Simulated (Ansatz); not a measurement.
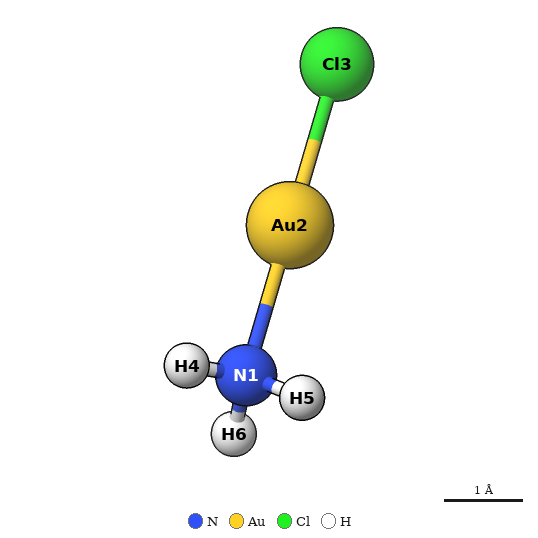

(Drawn from a calculation with Ansatz.)

Orthographic view with a scale bar. Charge 0, singlet. Geometry: moved along internal coordinates away from the minimum.

Write Cartesian coordinates in Å in the frame of the picture: x to the right, y up, z towards the viewer, origin at the mean of the atomic positions.

```xyz
6
AuClH3N
N   -0.26  -0.84   0.17
Au   0.31   1.10  -0.32
Cl   0.92   3.19  -0.85
H   -1.03  -0.71   0.65
H    0.47  -1.13   0.82
H   -0.42  -1.60  -0.48
```
